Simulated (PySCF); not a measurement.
**C5H8GeO2: density, localisation and related maps**

```yaml
atoms:
  - { symbol: C, position_ang: [1.9794, -0.6266, 1.2021] }
  - { symbol: C, position_ang: [0.8563, -0.4941, 0.5095] }
  - { symbol: O, position_ang: [-0.2209, -1.2681, 0.7256] }
  - { symbol: Ge, position_ang: [-1.8087, -0.8128, -0.0179] }
  - { symbol: C, position_ang: [-1.5707, 1.1224, -0.0129] }
  - { symbol: C, position_ang: [-0.3233, 1.5316, -0.1995] }
  - { symbol: C, position_ang: [0.6999, 0.5166, -0.6205] }
  - { symbol: O, position_ang: [0.1641, -0.1548, -1.7484] }
  - { symbol: H, position_ang: [2.8348, -0.0095, 1.0002] }
  - { symbol: H, position_ang: [2.0615, -1.3543, 1.9886] }
  - { symbol: H, position_ang: [-2.0178, -1.6068, -1.2779] }
  - { symbol: H, position_ang: [-2.7423, -1.3008, 1.0639] }
  - { symbol: H, position_ang: [-2.3479, 1.8048, 0.2924] }
  - { symbol: H, position_ang: [0.0043, 2.5532, -0.0670] }
  - { symbol: H, position_ang: [1.6638, 0.9806, -0.8578] }
  - { symbol: H, position_ang: [0.7597, -0.8725, -1.9919] }
```

Geometry: GFN2-xTB.

The calculation used PySCF, B3LYP/def2-SVPD, SCF density, gas phase.

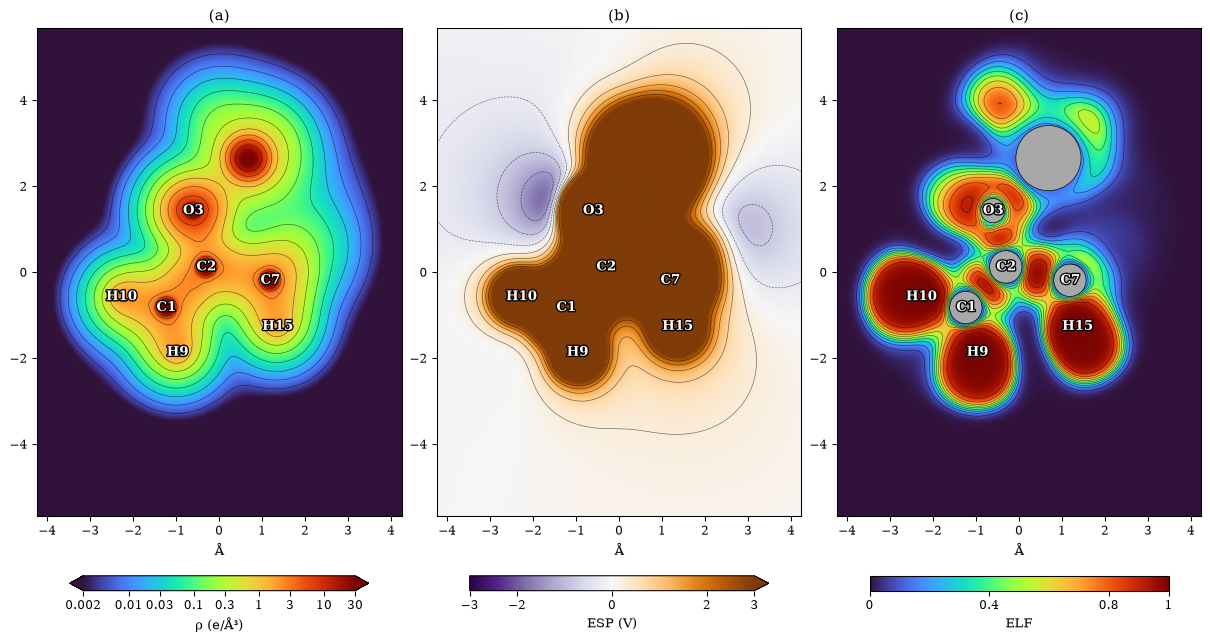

Figure 1. (a) total electron density; (b) electrostatic potential; (c) ELF on the plane of atoms C1, C2 and C7. Grey discs cover the atomic cores in the ELF map.

Q: Read the bonding off the picture.

A:
- The section cuts through C, O and H sites.
- C–C (1.33 Å): the density is about 2.3 e/Å³ at the midpoint; the ELF peaks at about 0.95 between the atoms; a short, multiple covalent bond.
- C–O (1.34 Å): the density is about 2.4 e/Å³ at the midpoint; the ELF peaks at about 0.90 between the atoms (a polar covalent bond).
- C–C (1.52 Å): ρ is about 1.7 e/Å³ halfway; the ELF peaks at about 0.95 between the atoms, as expected for a shared electron pair.
- The ELF also peaks beside O3, away from the bonds: lone-pair regions.
- Outside the dense part of the molecule the potential is most negative (−1.8 V) near O3.

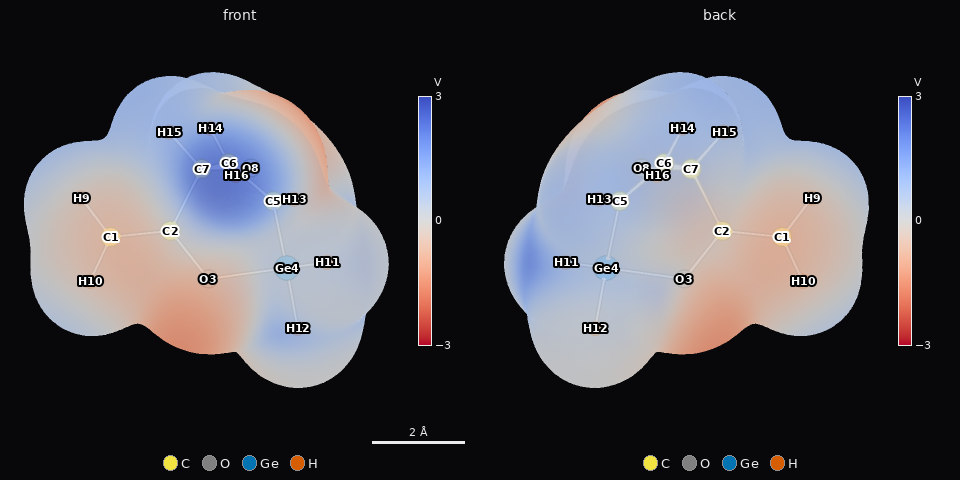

Figure 2. The electrostatic potential painted on the density surface at 0.002 e/bohr³, seen from the front and from behind; red is negative and blue positive.

Q: Where is the surface potential most negative and most positive?

A: The most negative region (about −1.4 V, or −32 kcal/mol for a unit charge) lies over O3, the most positive (about +2.3 V, or +53 kcal/mol for a unit charge) over H16. O3 is the likeliest acceptor of a hydrogen bond.
